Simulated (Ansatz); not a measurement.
**Geometry relaxation of SnH$_{7}$OF (part 3 of 3)**

SnH$_{7}$OF; RKS PBE0-D4/def2-TZVP (Ansatz 0.2.0). The geometry is a transition state displaced along its imaginary mode. The reaction was set up to form Sn1–F7, H6–O9 and H2–H8 and to break Sn1–H2, H6–F7 and H8–O9 (atoms counted from 1 in the order of the input); sticks are drawn by distance alone.

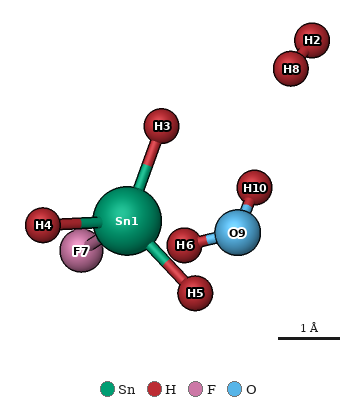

Fig. 1: The geometry at step 70 of the log (ball-and-stick view, seen at an oblique angle; atoms are numbered from 1 in the order of the input).

## Trajectory as extended XYZ, continued
```
10
Properties=species:S:1:pos:R:3:forces:R:3 step=38 energy=-10706.59592 accepted=F
Sn   -0.8225    1.4465    0.4553    0.0367  -0.0714   0.0405
H    -0.0740   -1.8972   -2.5540    0.0579   0.0722   0.1377
H    -1.3966    0.5008   -0.8300   -0.0100   0.0262  -0.0118
H    -2.0127    2.4605    1.1356    0.0212   0.0092  -0.0265
H     0.6828    2.1906    0.2217   -0.0425   0.0240  -0.0008
H     0.8776   -0.8211    1.1316    0.1215   0.0041  -0.1686
F    -0.5322    0.1728    1.9045   -0.0186   0.0174   0.0091
H     0.1765   -1.5485   -1.9361   -0.0580  -0.0711  -0.1383
O     1.4124   -0.7946    0.3208    0.0769  -0.5818   0.0486
H     1.6886   -1.7096    0.1507   -0.1850   0.5712   0.1101
10
Properties=species:S:1:pos:R:3:forces:R:3 step=43 energy=-10706.60363
Sn   -0.8094    1.4263    0.4655    0.0009  -0.0065   0.0011
H    -0.0468   -1.9340   -2.5649    0.0030  -0.0050  -0.0020
H    -1.3762    0.4707   -0.8156    0.0021  -0.0049  -0.0034
H    -2.0121    2.4506    1.1076    0.0013   0.0004  -0.0020
H     0.6749    2.2054    0.2217    0.0014   0.0003   0.0032
H     0.9299   -0.8118    1.1775   -0.0327   0.0220   0.0322
F    -0.5236    0.1912    1.9455    0.0020   0.0019   0.0119
H     0.1670   -1.5141   -1.9851   -0.0034   0.0053   0.0001
O     1.4242   -0.7842    0.3479    0.0315  -0.0659  -0.0394
H     1.5720   -1.6999    0.0999   -0.0062   0.0524  -0.0017
10
Properties=species:S:1:pos:R:3:forces:R:3 step=47 energy=-10706.60521 accepted=F
Sn   -0.7893    1.4106    0.4751   -0.0032  -0.0025   0.0010
H     0.0153   -1.9840   -2.5599   -0.0202  -0.0906  -0.0956
H    -1.3376    0.4294   -0.7949   -0.0005  -0.0033  -0.0045
H    -2.0117    2.4318    1.0864    0.0016  -0.0019   0.0004
H     0.6854    2.2069    0.2330    0.0064   0.0043  -0.0015
H     0.9384   -0.7929    1.1981   -0.0017  -0.0038   0.0048
F    -0.5054    0.2092    1.9835   -0.0014   0.0010   0.0081
H     0.1221   -1.4720   -2.0315    0.0215   0.0871   0.0919
O     1.4129   -0.7653    0.3560    0.0043   0.0250   0.0044
H     1.4699   -1.6736    0.0543   -0.0068  -0.0154  -0.0090
10
Properties=species:S:1:pos:R:3:forces:R:3 step=52 energy=-10706.60674
Sn   -0.7687    1.3971    0.4902    0.0052   0.0024  -0.0031
H     0.0535   -2.0413   -2.5803    0.0050   0.0329   0.0303
H    -1.3020    0.3965   -0.7725   -0.0027   0.0013   0.0023
H    -2.0059    2.4185    1.0736   -0.0008  -0.0050  -0.0010
H     0.6967    2.2108    0.2456    0.0014  -0.0003   0.0012
H     0.9541   -0.7853    1.2326    0.0019  -0.0007  -0.0055
F    -0.4978    0.2281    2.0265   -0.0025   0.0009   0.0041
H     0.1037   -1.4705   -2.0993   -0.0042  -0.0339  -0.0314
O     1.3991   -0.7337    0.3756   -0.0012  -0.0308  -0.0127
H     1.3673   -1.6201    0.0081   -0.0022   0.0333   0.0156
10
Properties=species:S:1:pos:R:3:forces:R:3 step=56 energy=-10706.60701
Sn   -0.7622    1.3947    0.4946    0.0006   0.0028   0.0055
H     0.0733   -2.0623   -2.5756    0.0023   0.0088   0.0094
H    -1.2958    0.3915   -0.7661    0.0016  -0.0011   0.0005
H    -2.0043    2.4129    1.0732   -0.0016   0.0013  -0.0008
H     0.7012    2.2122    0.2515    0.0004  -0.0001  -0.0014
H     0.9568   -0.7816    1.2364    0.0024   0.0006   0.0036
F    -0.4947    0.2335    2.0379    0.0010  -0.0027  -0.0043
H     0.0979   -1.4693   -2.1216   -0.0016  -0.0097  -0.0101
O     1.3952   -0.7269    0.3763   -0.0056  -0.0074  -0.0044
H     1.3326   -1.6047   -0.0064    0.0005   0.0075   0.0022
10
Properties=species:S:1:pos:R:3:forces:R:3 step=61 energy=-10706.60729
Sn   -0.7574    1.3970    0.5065    0.0044   0.0005  -0.0027
H     0.1194   -2.1069   -2.5568    0.0005   0.0039   0.0036
H    -1.2927    0.3958   -0.7557   -0.0013   0.0016   0.0016
H    -1.9993    2.4166    1.0844   -0.0019  -0.0010   0.0000
H     0.7046    2.2166    0.2611   -0.0004  -0.0001   0.0007
H     0.9625   -0.7816    1.2371   -0.0024  -0.0002   0.0010
F    -0.4930    0.2367    2.0505    0.0009  -0.0011   0.0006
H     0.0925   -1.4748   -2.1596   -0.0003  -0.0050  -0.0035
O     1.3805   -0.7169    0.3677    0.0007   0.0001  -0.0011
H     1.2830   -1.5824   -0.0351   -0.0002   0.0013   0.0000
10
Properties=species:S:1:pos:R:3:forces:R:3 step=66 energy=-10706.60741
Sn   -0.7527    1.4032    0.5160    0.0010   0.0000   0.0034
H     0.1548   -2.1480   -2.5347    0.0003  -0.0023  -0.0003
H    -1.2903    0.4121   -0.7533    0.0015  -0.0005  -0.0008
H    -1.9965    2.4185    1.0983    0.0006   0.0007  -0.0001
H     0.7091    2.2248    0.2775   -0.0010   0.0004   0.0005
H     0.9550   -0.7868    1.2287    0.0006   0.0005   0.0031
F    -0.4945    0.2337    2.0545   -0.0008  -0.0011  -0.0030
H     0.0859   -1.4940   -2.1807   -0.0007   0.0013   0.0008
O     1.3732   -0.7062    0.3609   -0.0030  -0.0060  -0.0079
H     1.2561   -1.5573   -0.0671    0.0014   0.0070   0.0044
10
Properties=species:S:1:pos:R:3:forces:R:3 step=70 energy=-10706.59771 accepted=F
Sn   -0.7494    1.3956    0.5174    0.0059   0.4434   0.0324
H     0.1707   -2.1714   -2.5203    0.0041  -0.0328  -0.0149
H    -1.2899    0.4337   -0.7550   -0.0474  -0.1376  -0.1485
H    -1.9994    2.4165    1.1091    0.0987  -0.0754  -0.0568
H     0.7158    2.2305    0.2937   -0.0886  -0.0556   0.0028
H     0.9551   -0.7899    1.2186   -0.0064   0.0193   0.0735
F    -0.4997    0.2359    2.0497    0.0379  -0.1707   0.1621
H     0.0807   -1.5098   -2.1879   -0.0048   0.0318   0.0153
O     1.3716   -0.7038    0.3521    0.0835   0.6406   0.3080
H     1.2445   -1.5372   -0.0773   -0.0831  -0.6631  -0.3738
10
Properties=species:S:1:pos:R:3:forces:R:3 step=75 energy=-10706.60770
Sn   -0.7471    1.4159    0.5287    0.0059   0.0054   0.0016
H     0.1826   -2.2176   -2.4880    0.0001  -0.0017   0.0003
H    -1.2661    0.4612   -0.7758    0.0004  -0.0023  -0.0019
H    -1.9993    2.4173    1.1178   -0.0019  -0.0013   0.0005
H     0.7172    2.2450    0.3355    0.0000   0.0004  -0.0007
H     0.9514   -0.7915    1.2069    0.0019   0.0036  -0.0030
F    -0.5151    0.2067    2.0401   -0.0037  -0.0025   0.0024
H     0.0576   -1.5439   -2.1908   -0.0009   0.0010   0.0008
O     1.3734   -0.6808    0.3441   -0.0037  -0.0043   0.0011
H     1.2456   -1.5121   -0.1184    0.0019   0.0018  -0.0011
10
Properties=species:S:1:pos:R:3:forces:R:3 step=80 energy=-10706.60809
Sn   -0.7360    1.4257    0.5356    0.0046  -0.0104   0.0038
H     0.1786   -2.2768   -2.4250   -0.0100   0.0410   0.0165
H    -1.2126    0.5164   -0.8180    0.0038   0.0035   0.0053
H    -2.0129    2.3991    1.1197    0.0022  -0.0003   0.0012
H     0.7288    2.2684    0.4153   -0.0069  -0.0022   0.0018
H     0.9498   -0.7994    1.1792    0.0047   0.0052  -0.0082
F    -0.5472    0.1646    2.0112   -0.0027   0.0091  -0.0118
H     0.0052   -1.5943   -2.1720    0.0091  -0.0416  -0.0154
O     1.3884   -0.6495    0.3307   -0.0092  -0.0184   0.0002
H     1.2578   -1.4542   -0.1765    0.0044   0.0142   0.0066
10
Properties=species:S:1:pos:R:3:forces:R:3 step=84 energy=-10706.60830
Sn   -0.7327    1.4292    0.5366    0.0006  -0.0016   0.0026
H     0.1765   -2.2951   -2.3988   -0.0004   0.0008   0.0008
H    -1.1915    0.5399   -0.8356    0.0003   0.0001  -0.0006
H    -2.0173    2.3919    1.1213   -0.0001   0.0000  -0.0002
H     0.7311    2.2765    0.4462    0.0001   0.0003   0.0010
H     0.9486   -0.8008    1.1672    0.0045   0.0020  -0.0081
F    -0.5597    0.1470    1.9952   -0.0010   0.0016  -0.0023
H    -0.0182   -1.6140   -2.1616   -0.0002  -0.0018   0.0002
O     1.3954   -0.6391    0.3251   -0.0057  -0.0091   0.0030
H     1.2678   -1.4354   -0.1955    0.0017   0.0079   0.0035
10
Properties=species:S:1:pos:R:3:forces:R:3 step=89 energy=-10706.60868
Sn   -0.7209    1.4430    0.5437    0.0021  -0.0142   0.0075
H     0.1683   -2.3622   -2.3196   -0.0112   0.0287   0.0089
H    -1.1216    0.6211   -0.8884    0.0011   0.0060   0.0056
H    -2.0337    2.3704    1.1239    0.0031   0.0000  -0.0019
H     0.7409    2.2995    0.5533   -0.0077  -0.0032   0.0015
H     0.9435   -0.8098    1.1229    0.0109   0.0023  -0.0181
F    -0.6019    0.0902    1.9437    0.0016   0.0124  -0.0144
H    -0.0874   -1.6888   -2.1181    0.0112  -0.0295  -0.0084
O     1.4162   -0.6008    0.3055   -0.0124  -0.0193   0.0053
H     1.2967   -1.3625   -0.2669    0.0014   0.0168   0.0140
10
Properties=species:S:1:pos:R:3:forces:R:3 step=93 energy=-10706.60879
Sn   -0.7161    1.4554    0.5531    0.0019   0.0079  -0.0123
H     0.1625   -2.4180   -2.2629    0.0046  -0.0100  -0.0021
H    -1.0763    0.6906   -0.9204   -0.0032   0.0002   0.0050
H    -2.0430    2.3634    1.1318   -0.0027  -0.0077   0.0029
H     0.7407    2.3161    0.6311    0.0037  -0.0061   0.0051
H     0.9385   -0.8168    1.0845    0.0078   0.0039  -0.0052
F    -0.6301    0.0498    1.9013    0.0006   0.0060  -0.0031
H    -0.1206   -1.7498   -2.0866   -0.0047   0.0100   0.0021
O     1.4295   -0.5772    0.2868   -0.0109  -0.0129   0.0033
H     1.3149   -1.3136   -0.3185    0.0029   0.0088   0.0042
10
Properties=species:S:1:pos:R:3:forces:R:3 step=98 energy=-10706.60886
Sn   -0.7149    1.4584    0.5525    0.0003  -0.0005   0.0011
H     0.1640   -2.4259   -2.2534   -0.0016   0.0041   0.0011
H    -1.0729    0.7020   -0.9256   -0.0001  -0.0002  -0.0003
H    -2.0451    2.3596    1.1341   -0.0001   0.0000   0.0000
H     0.7436    2.3144    0.6435    0.0000   0.0000   0.0000
H     0.9396   -0.8156    1.0803    0.0007   0.0013   0.0001
F    -0.6338    0.0460    1.8940    0.0000   0.0008  -0.0007
H    -0.1264   -1.7586   -2.0841    0.0018  -0.0042  -0.0011
O     1.4299   -0.5730    0.2833   -0.0017  -0.0028   0.0002
H     1.3159   -1.3073   -0.3245    0.0008   0.0015  -0.0004
```

The run was set up as follows.

## Input
```yaml
crystal:
  periodic: [false, false, false]
  atoms:
    - {symbol: Sn, position_ang: [-0.803464, 1.256464, -0.027552]}
    - {symbol: H, position_ang: [-0.195118, -0.606502, -1.047220]}
    - {symbol: H, position_ang: [-1.668687, 1.169102, -1.596672]}
    - {symbol: H, position_ang: [-2.033191, 1.082684, 1.111246]}
    - {symbol: H, position_ang: [0.240861, 2.570999, -0.212454]}
    - {symbol: H, position_ang: [1.262297, -0.987118, 0.739028]}
    - {symbol: F, position_ang: [0.360803, 0.429816, 1.215502]}
    - {symbol: H, position_ang: [0.234611, -0.854506, -0.787545]}
    - {symbol: O, position_ang: [1.495833, -1.632106, 0.145104]}
    - {symbol: H, position_ang: [1.106054, -2.428735, 0.460663]}
basis:
  gaussian: {orbitals: def2-TZVP}
hamiltonian: {xc: pbe0, dispersion: d4}
relax: {f_tol: 0.005, max_steps: 200}
```

Launched with:
```bash
ansatz run in.yaml --threads 4 --pin off --events-out ev --progress --plain --max-ram 9574MiB
```

## Results in brief

| quantity | value |
| --- | --- |
| outcome | converged |
| total energy | −10706.6089 eV |
| mean-field energy | −10706.5004 eV |
| dispersion energy | −0.1085 eV |
| SCF solution under orbital rotations | stable |
| largest force (length of the vector) at the end | 0.005 eV/Å |
| dipole moment | 1.96 D |
| hardware | 4 threads of Arm Neoverse V2, 23 GiB of memory available, shared host |
| wall time | 2.3 min (CPU time 8.5 min) |
| peak memory | 0.32 GiB |
